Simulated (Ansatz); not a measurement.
## Work function of Ca(111): what the settings cost and change

How thick a slab and how much vacuum does the work function of Ca(111) need?

Main program and level: Ansatz 0.2.0; plane-wave DFT, PBE, Ansatz PAW.

### Step 1. The starting structure

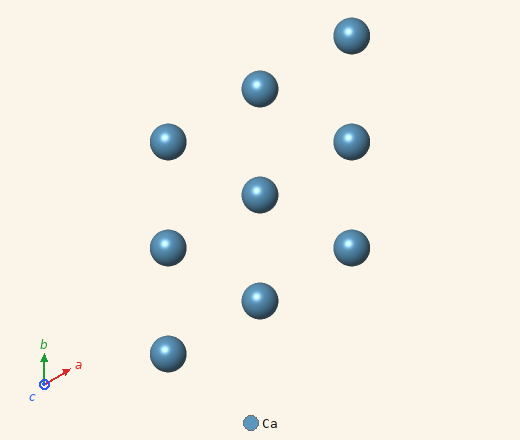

The starting structure, seen from above (calcium blue). 3×3×1 cells are drawn.

The cell holds 1 atom: 1 Ca. Cell: a = 3.946 Å, b = 3.946 Å, c = 18.000 Å, α = 90.0°, β = 90.0°, γ = 60.0°. Vacuum lies along c.

### Step 2. Run, setting 1 layer

A work function rests on the faint tail of the density, so the SCF threshold is tight. The slab grows from one layer, at fixed mesh and 18 Å of vacuum; then the vacuum is varied on one slab.

File input.yaml:

```yaml
crystal:
  lattice:
    - [3.945655839, 0.0, 0.0]
    - [1.9728279195, 3.4170381912, 0.0]
    - [0.0, 0.0, 18.0]
  atoms:
    - { symbol: Ca, position: [0.6666666667, 0.6666666667, 0.5] }
kpoints:
  mp_grid: { grid: [12, 12, 1] }
hamiltonian:
  xc: pbe
scf:
  occupations: { method: fermi_dirac, width: 0.1 }
  convergence: { dr2_threshold: 1.0e-09 }
efield:
  axis: 3
  dipole_correction: true
  ramp_position: 0.97
  ramp_width: 0.06
output:
  write_potential: true
  write_density: true
  volumetric_format: npy
  elf: true
```

Command:

```bash
> ansatz run input.yaml --threads 2 --pin off --max-ram 3072MiB --backend cpu --events-out ev --progress --plain --runs-dir out
```

Numbers of over 12 decimals in the logs are rounded to 6 here.

Log:

```text
Engine: ansatz 0.2.0, aarch64-unknown-linux-gnu
Pseudopotentials: kind: paw
Pseudopotential: Ca, paw, valence charge 10, recommended cutoff 420 eV (normal), Ca.paw.azcp
Functional definition: PBE
  parameter kappa = 0.804
  parameter beta = 0.066725
  exchange = pbe_x(kappa = kappa, mu = beta*pi^2/3)
  correlation = pbe_c(beta = beta)
Crystal: 1 atoms, lattice volume = 242.684 Å³
Basis set: ecut = 420 eV, 4789 PW (Γ)
Bands: 9, of which v1, the nominal top of the filled ones, is band 5 counted from 1 (4 counted from 0)
Symmetry: 12 space group operations
k-points: 19 of 144
Non-local potential: Ca, projectors of the file, l = 0: 3, l = 1: 2, l = 2: 2
PAW form: soft (Blöchl's): semilocal exchange-correlation on the pseudo side does not see the compensation charge
PAW one-centre angular grid: Ca, 110 points (default); XC on 64 Gauss nodes
Initial density: superposition of atomic densities (neutral atoms: chi_scale 0, normalization atom), corrected by the library's trained network
Initial wavefunctions: pseudopotential atomic-orbital guess
Functional: x = pbe(κ = 0.804, μ = 0.219515), c = pbe(β = 0.066725)
SCF iter   1: F=—  HF=-1816.100496 eV  |F-HF|=—  |Δ(HF+E_count)|=         —  Δρ=9.49e-4  dr2=3.59e-3  ethr=1.77e-3  p=-0.000 e·Å  D=-8.05e-16 V/Å  ΔV_dip=0.00 eV  dr2_dipole=1.50e-8  V_vac-E_F(+/−)=2.83/2.83 eV  ⟨swp⟩=8.9  Hψ=1754  notcnv=0
efield: sawtooth ramp at fractional position 0.9700 (set: `efield.ramp_position`, or a place that a band, a saddle search or an elastic batch's reference lends), width 0.0600; the density the first Hamiltonian is built on has a dipole p = -0.000 e·Å; the dipole correction subtracts the counter field D = -8.05e-16 V/Å, which shifts the + side's vacuum level by +0.00 eV against the − side's; the planar-averaged density in the ramp window peaks in size at 5.8e-6 e/Å³
preconditioner: auto → LDOS  [metal: Δε(μ)=0.020 eV  Ē_g=2.556 eV  σ=0.100 eV  W_gap=0.05  n_scr=8 (ndim 8)  ℏωp=3.4 eV  f_vac=0.667  D(μ)=1.60/eV (n_scr^D=6)  β→1.0]
SCF iter   2: F=—  HF=-1816.101989 eV  |F-HF|=—  |Δ(HF+E_count)|=   1.49e-3  Δρ=3.14e-4  dr2=1.47e-4  ethr=3.59e-5  p=0.000 e·Å  D=8.96e-6 V/Å  ΔV_dip=-0.00 eV  dr2_dipole=1.59e-8  V_vac-E_F(+/−)=2.84/2.84 eV  ⟨swp⟩=3.1  Hψ=463  notcnv=0
SCF iter   3: F=—  HF=-1816.102113 eV  |F-HF|=—  |Δ(HF+E_count)|=   1.24e-4  Δρ=7.62e-5  dr2=1.65e-5  ethr=1.47e-6  p=0.000 e·Å  D=1.60e-6 V/Å  ΔV_dip=-0.00 eV  dr2_dipole=1.19e-10  V_vac-E_F(+/−)=2.84/2.84 eV  ⟨swp⟩=2.2  Hψ=286  notcnv=0
SCF iter   4: F=—  HF=-1816.102128 eV  |F-HF|=—  |Δ(HF+E_count)|=   1.49e-5  Δρ=3.21e-5  dr2=3.41e-6  ethr=1.65e-7  p=0.000 e·Å  D=1.50e-6 V/Å  ΔV_dip=-0.00 eV  dr2_dipole=2.30e-10  V_vac-E_F(+/−)=2.84/2.84 eV  ⟨swp⟩=2.2  Hψ=293  notcnv=0
SCF iter   5: F=—  HF=-1816.102129 eV  |F-HF|=—  |Δ(HF+E_count)|=   9.79e-7  Δρ=8.32e-6  dr2=4.06e-7  ethr=3.41e-8  p=0.000 e·Å  D=5.40e-7 V/Å  ΔV_dip=-0.00 eV  dr2_dipole=1.46e-11  V_vac-E_F(+/−)=2.84/2.84 eV  ⟨swp⟩=2.9  Hψ=304  notcnv=0
SCF iter   6: F=—  HF=-1816.102116 eV  |F-HF|=—  |Δ(HF+E_count)|=   1.26e-5  Δρ=1.08e-6  dr2=1.15e-8  ethr=4.06e-9  p=0.000 e·Å  D=5.53e-7 V/Å  ΔV_dip=-0.00 eV  dr2_dipole=1.27e-10  V_vac-E_F(+/−)=2.84/2.84 eV  ⟨swp⟩=1.9  Hψ=210  notcnv=0
SCF iter   7: F=—  HF=-1816.102116 eV  |F-HF|=—  |Δ(HF+E_count)|=   3.07e-9  Δρ=7.57e-7  dr2=3.17e-9  ethr=1.00e-11  p=-0.000 e·Å  D=-2.98e-7 V/Å  ΔV_dip=0.00 eV  dr2_dipole=2.06e-10  V_vac-E_F(+/−)=2.84/2.84 eV  ⟨swp⟩=4.1  Hψ=602  notcnv=0
SCF iter   8: F=-1816.102116 eV  HF=-1816.102116 eV  |F-HF|=1.94e-10  |Δ(HF+E_count)|=  5.87e-10  Δρ=1.83e-7  dr2=3.77e-10  ethr=1.00e-11  p=0.000 e·Å  D=1.16e-7 V/Å  ΔV_dip=-0.00 eV  dr2_dipole=3.15e-12  V_vac-E_F(+/−)=2.84/2.84 eV  ⟨swp⟩=2.0  Hψ=345  notcnv=0
SCF 1 converged in 8 iterations: F = -1816.102116 eV  dr2 = 3.77e-10
  greatest PAW one-centre occupation: 0.996 electrons in one spin orbital (limit 2), on the Ca atom at site 0 (counted from 0), in its partial waves of l = 0
WARN: The output density's exchange-correlation potential varies sharply where the density is thin. Do not read a vacuum level from v_tot or v_xc, or from such a field of the output density. On a cell that repeats whose density bears no net charge and no dipole along the vacuum's axis use v_es (v_loc + v_h of the components); under efield.dipole_correction with no amplitude use v_es + v_field, which holds any externa [...]
SCF converged after 8 iterations
Free energy (F): -1816.102116 eV
Harris-Foulkes:  -1816.102116 eV  (|F-HF|=1.94e-10)
Internal energy: -1816.048395 eV  (E = F + TS)
E sigma→0 (E₀):  -1816.075256 eV
Entropy (-TS):   -0.053721 eV (-53.721 meV/atom)
Fermi energy:    -1.307452 eV
Dipole field:    D = -0.000002 V/Å  (p = -0.000003 e·Å, saw-weighted, corrected)
Work function:   Φ+ = 2.8427 eV   Φ− = 2.8426 eV
Levels:          The Fermi level and band energies are counted from a zero that moves with the ramp; work functions are not
--- Per-component energies (eV) ---
  E_band       = -244.821482
  E_kinetic    = 273.914304
  E_local      = -2446.759009  (includes V_loc(G=0)·N_el)
  E_nonlocal   = 63.664883
  E_hartree    = 1048.328752
  E_xc         = -134.772963
  E_vxc        = -167.878552  (∫ρ·V_xc dr)
  E_paw        = -858.174394  (= ΣΔE_a)
  E_vpaw       = -64.421448  (= ΣTr[D̂ρ^β])
  E_aug_tail   = -0.000006  (compensation charges beyond the density's cutoff)
  E_efield     = 0.000000  (sawtooth field / dipole correction)
  E_vefield    = 0.000000  (∫n·V_field dr)
  E_ewald      = 237.750037
  E_smearing   = -0.053721  (= −TS)
  E_closure    = -0.000000  (closes the sum)
  Σ components = -1816.102116   (vs F -1816.102116, Δ=0.00e0)
--- Band table (eV; the first three rows and the last of 19) ---
  k-point 0: bands = ["-44.2427", "-25.3370", "-25.0966", "-25.0966", "-4.3315", "-1.3607", "-0.4926", "0.5504", "0.5504"]
  k-point 1: bands = ["-44.2422", "-25.3363", "-25.1027", "-25.0981", "-4.2259", "-1.3141", "-0.4305", "0.4476", "0.6231"]
  k-point 2: bands = ["-44.2408", "-25.3342", "-25.1193", "-25.1021", "-3.9159", "-1.1844", "-0.2597", "0.1892", "0.8344"]
  k-point 18: bands = ["-44.2342", "-25.3242", "-25.1597", "-25.1597", "-0.9951", "-0.9951", "-0.0331", "-0.0331", "0.3358"]
```

Elapsed: 3 s, on 2 threads of Arm Neoverse V2, shared host; peak memory 0.4 GiB; 5.8 s of CPU time.

The column dr2 measures how far the density is from self-consistency, as an energy; F and HF (Harris–Foulkes) agree once it is small.

This step gave:

```
energy at zero smearing   : -1816.0753 eV
work function, upper face : 2.843 eV
```

Running mean over 3.222 Å of the planar mean; the ramp of the sawtooth is left out. Electron's electrostatic potential energy less the Fermi level against z:

```csv
z (Å),electron's electrostatic potential energy less the Fermi level (eV)
3,2.84
4,2.83
5,2.78
6,2.49
7,0.931
8,-2.43
9,-3.31
10,-2.43
11,0.931
12,2.49
13,2.78
14,2.83
15,2.84
```

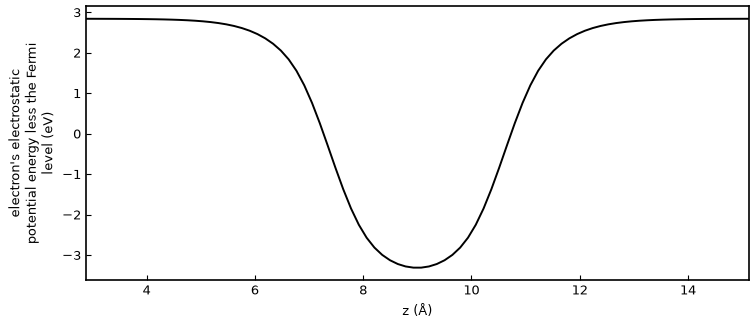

Electron's electrostatic potential energy less the Fermi level, plotted against z.

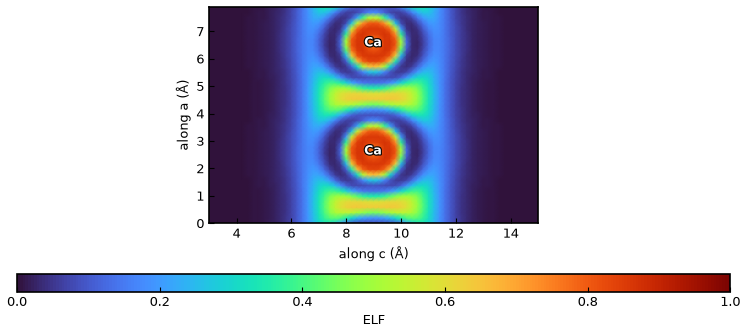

ELF in the ca plane at fractional y = 0.667, with atoms of Ca within 0.2 Å of it. It is the smooth field of the valence electrons, not physical close to the nuclei. The far vacuum is left out of the map.

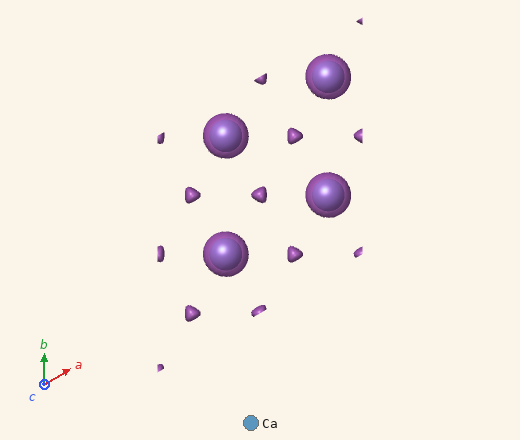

Surface of ELF = 0.79. 2×2×1 cells are drawn.

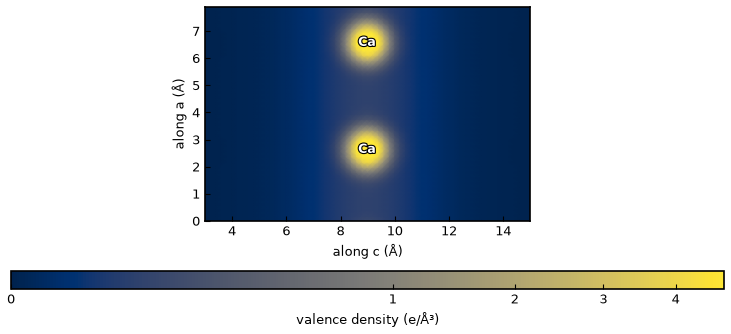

Valence density in the ca plane at fractional y = 0.667, with atoms of Ca within 0.2 Å of it. It is the smooth field of the valence electrons, not physical close to the nuclei. The colour scale is stretched toward low values. The far vacuum is left out of the map.

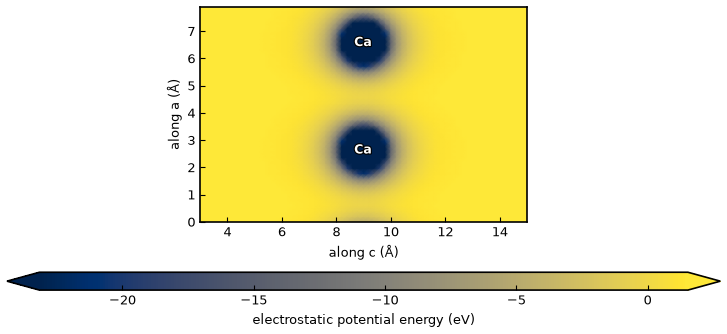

Electrostatic potential energy in the ca plane at fractional y = 0.667, with atoms of Ca within 0.2 Å of it. With pseudopotentials it is smooth inside the atoms' cores, unlike the true potential. The far vacuum is left out of the map.

The work function is 2.843 eV.

### Step 3. Slab, 2 atoms

System of this step: Ca(111). The cell holds 2 atoms: 2 Ca. Its edges and angles: a = 3.946 Å, b = 3.946 Å, c = 21.222 Å, α = 90.0°, β = 90.0°, γ = 60.0°. Vacuum lies along c.

input.yaml, the sections that differ from step 2:

```yaml
crystal:
  lattice:
    - [3.945655839, 0.0, 0.0]
    - [1.9728279195, 3.4170381912, 0.0]
    - [0.0, 0.0, 21.2216145021]
  atoms:
    - { symbol: Ca, position: [0.6666666667, 0.6666666667, 0.4240959141] }
    - { symbol: Ca, position: [0.0, 0.0, 0.5759040859] }
output:
  write_potential: true
  write_density: true
  volumetric_format: npy
# kpoints, hamiltonian, scf, efield: as in step 2
```

Log:

```text
[...]
Crystal: 2 atoms, lattice volume = 286.119 Å³
Basis set: ecut = 420 eV, 5663 PW (Γ)
Bands: 14, of which v1, the nominal top of the filled ones, is band 10 counted from 1 (9 counted from 0)
Symmetry: 6 space group operations
k-points: 19 of 144 (time reversal used)
[...]
k-point 0: bands = [... 6 lower, -23.8519, -23.8519, -4.0374, -2.6983, -0.5309, 0.1990, 1.0247, 1.5832]
  k-point 1: bands = [... 6 lower, -23.8581, -23.8532, -3.9354, -2.5963, -0.4947, 0.2483, 1.0563, 1.4647]
  k-point 2: bands = [... 6 lower, -23.8667, -23.8568, -3.6359, -2.2985, -0.3927, 0.3676, 1.0547, 1.2433]
  k-point 18: bands = [... 6 lower, -23.9163, -23.9117, -0.5594, -0.4103, -0.4103, 0.3798, 0.6747, 0.7076]
[key lines of the parts left out:]
SCF converged after 9 iterations
Free energy (F): -3632.996377 eV
Fermi energy:    -0.466205 eV
Dipole field:    D = 0.000000 V/Å  (p = 0.000001 e·Å, saw-weighted, corrected)
Work function:   Φ+ = 2.9614 eV   Φ− = 2.9614 eV
```

Wall time 4.7 s (2 threads); peak memory 0.42 GiB.

The work function is 2.961 eV, +0.119 eV from the run “1 layer”, at 1.6 times its CPU time.

### Step 4. Run, 3 atoms

System of this step: Ca(111). The cell holds 3 atoms: 3 Ca. Its edges and angles: a = 3.946 Å, b = 3.946 Å, c = 24.443 Å, α = 90.0°, β = 90.0°, γ = 60.0°. Vacuum lies along c.

input.yaml, the sections that differ from step 3:

```yaml
crystal:
  lattice:
    - [3.945655839, 0.0, 0.0]
    - [1.9728279195, 3.4170381912, 0.0]
    - [0.0, 0.0, 24.4432290042]
  atoms:
    - { symbol: Ca, position: [0.3333333333, 0.3333333333, 0.368200126] }
    - { symbol: Ca, position: [0.6666666667, 0.6666666667, 0.5] }
    - { symbol: Ca, position: [0.0, 0.0, 0.631799874] }
# kpoints, hamiltonian, scf, efield, output: as in step 3
```

Log:

```text
[...]
Crystal: 3 atoms, lattice volume = 329.555 Å³
Basis set: ecut = 420 eV, 6537 PW (Γ)
Bands: 19, of which v1, the nominal top of the filled ones, is band 15 counted from 1 (14 counted from 0)
Symmetry: 6 space group operations
k-points: 19 of 144 (time reversal used)
[...]
k-point 1: bands = [... 11 lower, -22.8306, -3.4521, -2.6943, -1.5379, 0.1440, 0.7692, 1.3342, 2.0315, ... 4 higher]
  k-point 2: bands = [... 11 lower, -22.8347, -3.1524, -2.4017, -1.2514, 0.2283, 0.8895, 1.3878, 1.8177, ... 4 higher]
  k-point 18: bands = [... 11 lower, -22.8773, 0.0797, 0.0927, 0.0927, 0.5496, 0.6351, 0.6351, 1.2590, ... 4 higher]
[key lines of the parts left out:]
SCF converged after 9 iterations
Free energy (F): -5449.866061 eV
Fermi energy:    0.192890 eV
Dipole field:    D = -0.000000 V/Å  (p = -0.000000 e·Å, saw-weighted, corrected)
Work function:   Φ+ = 3.0044 eV   Φ− = 3.0044 eV
```

Wall time 8.7 s (2 threads); peak memory 0.5 GiB; 17 s of CPU time.

The work function is 3.004 eV, +0.043 eV from the run “2 layers”, at 1.9 times its CPU time.

### Step 5. Slab, 4 atoms

System of this step: Ca(111). The cell holds 4 atoms: 4 Ca. Cell: a = 3.946 Å, b = 3.946 Å, c = 27.665 Å, α = 90.0°, β = 90.0°, γ = 60.0°. Vacuum lies along c.

input.yaml, the sections that differ from step 4:

```yaml
crystal:
  lattice:
    - [3.945655839, 0.0, 0.0]
    - [1.9728279195, 3.4170381912, 0.0]
    - [0.0, 0.0, 27.6648435062]
  atoms:
    - { symbol: Ca, position: [0.0, 0.0, 0.3253226427] }
    - { symbol: Ca, position: [0.3333333333, 0.3333333333, 0.4417742142] }
    - { symbol: Ca, position: [0.6666666667, 0.6666666667, 0.5582257858] }
    - { symbol: Ca, position: [0.0, 0.0, 0.6746773573] }
# kpoints, hamiltonian, scf, efield, output: as in step 4
```

Log:

```text
[...]
Crystal: 4 atoms, lattice volume = 372.990 Å³
Basis set: ecut = 420 eV, 7365 PW (Γ)
Bands: 24, of which v1, the nominal top of the filled ones, is band 20 counted from 1 (19 counted from 0)
Symmetry: 6 space group operations
k-points: 19 of 144 (time reversal used)
[...]
k-point 1: bands = [... 16 lower, -3.0090, -2.5253, -1.7392, -0.7900, 0.6467, 1.1729, 1.6573, 2.1819, ... 4 higher]
  k-point 2: bands = [... 16 lower, -2.7086, -2.2316, -1.4540, -0.5105, 0.7213, 1.2887, 1.7276, 2.1554, ... 4 higher]
  k-point 18: bands = [... 16 lower, 0.5679, 0.5679, 0.6058, 0.8031, 0.8031, 1.0261, 1.3489, 1.3489, ... 4 higher]
[key lines of the parts left out:]
SCF converged after 10 iterations
Free energy (F): -7266.745984 eV
Fermi energy:    0.720163 eV
Dipole field:    D = 0.000000 V/Å  (p = 0.000000 e·Å, saw-weighted, corrected)
Work function:   Φ+ = 3.0111 eV   Φ− = 3.0111 eV
```

Run time: 12 s. Hardware: 2 threads; peak memory 0.56 GiB.

The work function is 3.011 eV, +0.007 eV from the run “3 layers”, at 1.4 times its CPU time.

### Step 6. Run, 5 atoms

System of this step: Ca(111). The cell holds 5 atoms: 5 Ca. Its edges and angles: a = 3.946 Å, b = 3.946 Å, c = 30.886 Å, α = 90.0°, β = 90.0°, γ = 60.0°. Vacuum lies along c.

input.yaml, the sections that differ from step 5:

```yaml
crystal:
  lattice:
    - [3.945655839, 0.0, 0.0]
    - [1.9728279195, 3.4170381912, 0.0]
    - [0.0, 0.0, 30.8864580083]
  atoms:
    - { symbol: Ca, position: [0.6666666667, 0.6666666667, 0.2913898381] }
    - { symbol: Ca, position: [0.0, 0.0, 0.3956949191] }
    - { symbol: Ca, position: [0.3333333333, 0.3333333333, 0.5] }
    - { symbol: Ca, position: [0.6666666667, 0.6666666667, 0.6043050809] }
    - { symbol: Ca, position: [0.0, 0.0, 0.7086101619] }
# kpoints, hamiltonian, scf, efield, output: as in step 5
```

Log:

```text
[...]
Crystal: 5 atoms, lattice volume = 416.425 Å³
Basis set: ecut = 420 eV, 8239 PW (Γ)
Bands: 30, of which v1, the nominal top of the filled ones, is band 25 counted from 1 (24 counted from 0)
Symmetry: 6 space group operations
k-points: 19 of 144 (time reversal used)
[...]
k-point 1: bands = [... 21 lower, -2.2949, -1.7416, -1.0106, -0.2244, 1.0528, 1.4957, 1.9374, 2.3588, ... 6 higher]
  k-point 2: bands = [... 21 lower, -1.9993, -1.4540, -0.7317, 0.0507, 1.1213, 1.6068, 2.0197, 2.3719, ... 6 higher]
  k-point 18: bands = [... 21 lower, 0.9901, 0.9901, 1.1049, 1.1967, 1.1967, 1.4455, 1.5794, 1.5794, ... 6 higher]
[key lines of the parts left out:]
SCF converged after 10 iterations
Free energy (F): -9083.625317 eV
Fermi energy:    1.142365 eV
Dipole field:    D = 0.000000 V/Å  (p = 0.000001 e·Å, saw-weighted, corrected)
Work function:   Φ+ = 3.0039 eV   Φ− = 3.0040 eV
```

The job ended after 19 s (2 threads; peak memory 0.66 GiB).

The work function is 3.004 eV, -0.007 eV from the run “4 layers”, at 1.5 times its CPU time.

### Step 7. Run, 6 atoms

System of this step: Ca(111). The cell holds 6 atoms: 6 Ca. Its edges and angles: a = 3.946 Å, b = 3.946 Å, c = 34.108 Å, α = 90.0°, β = 90.0°, γ = 60.0°. Vacuum lies along c.

input.yaml, the sections that differ from step 6:

```yaml
crystal:
  lattice:
    - [3.945655839, 0.0, 0.0]
    - [1.9728279195, 3.4170381912, 0.0]
    - [0.0, 0.0, 34.1080725104]
  atoms:
    - { symbol: Ca, position: [0.3333333333, 0.3333333333, 0.2638671534] }
    - { symbol: Ca, position: [0.6666666667, 0.6666666667, 0.358320292] }
    - { symbol: Ca, position: [0.0, 0.0, 0.4527734307] }
    - { symbol: Ca, position: [0.3333333333, 0.3333333333, 0.5472265693] }
    - { symbol: Ca, position: [0.6666666667, 0.6666666667, 0.641679708] }
    - { symbol: Ca, position: [0.0, 0.0, 0.7361328466] }
# kpoints, hamiltonian, scf, efield, output: as in step 6
```

Log:

```text
[...]
Crystal: 6 atoms, lattice volume = 459.861 Å³
Basis set: ecut = 420 eV, 9113 PW (Γ)
Bands: 36, of which v1, the nominal top of the filled ones, is band 30 counted from 1 (29 counted from 0)
Symmetry: 6 space group operations
k-points: 19 of 144 (time reversal used)
[...]
k-point 0: bands = [... 26 lower, -1.7584, -1.2023, -0.5428, 0.1206, 1.3608, 1.7201, 2.1302, 2.5120, ... 8 higher]
  k-point 1: bands = [... 26 lower, -1.6594, -1.1055, -0.4480, 0.2161, 1.3823, 1.7582, 2.1655, 2.5326, ... 8 higher]
  k-point 2: bands = [... 26 lower, -1.3691, -0.8235, -0.1740, 0.4887, 1.4465, 1.8645, 2.2545, 2.5700, ... 8 higher]
  k-point 18: bands = [... 26 lower, 1.3202, 1.4338, 1.4338, 1.4514, 1.6430, 1.7287, 1.7287, 2.0323, ... 8 higher]
[key lines of the parts left out:]
SCF converged after 10 iterations
Free energy (F): -10900.505016 eV
Fermi energy:    1.486099 eV
Dipole field:    D = 0.000000 V/Å  (p = 0.000000 e·Å, saw-weighted, corrected)
Work function:   Φ+ = 2.9981 eV   Φ− = 2.9981 eV
```

The job ended after 25 s (2 threads; peak memory 0.77 GiB; 50 s of CPU time).

The work function is 2.998 eV, -0.006 eV from the run “5 layers”, at 1.4 times its CPU time.

(Continued in part 2 of 2.)

[Logs are printed without paths, hosts, clocks, repeated set-up lines and the standing remarks that a program may print on its own settings, such as how far it seeks lower states.]

[Hosts, paths, dates, database ids (printed as entryN), source tags and the programs' standing remarks are cut or masked in the printed files.]

[Maps of the electrostatic potential energy from Ansatz leave out the sawtooth potential of an applied field or a dipole correction, so their vacuum need not be flat; planar profiles and work functions include it.]
